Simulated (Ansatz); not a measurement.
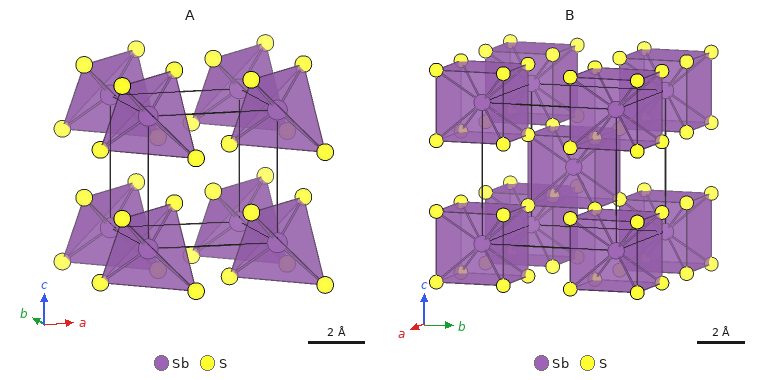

Two structures of SbS4, each relaxed to rest (conventional cells in solid outline, small ones repeated, not to one scale). Method: DFT PBE, scalar-relativistic, plane waves, PAW in Ansatz, without spin polarisation.

> What are A and B?

A: 5 atoms a cell on a primitive cubic lattice, P-43m. B: 10 atoms a cell on a body-centred cubic lattice, Im-3m.

> Which polymorph is favoured?

A is lower, by 116 meV/atom at this level of theory (energies at zero smearing). Volumes: A 22.8, B 23.6 Å³/atom.

One or both may be structure types tried for this composition rather than known phases.
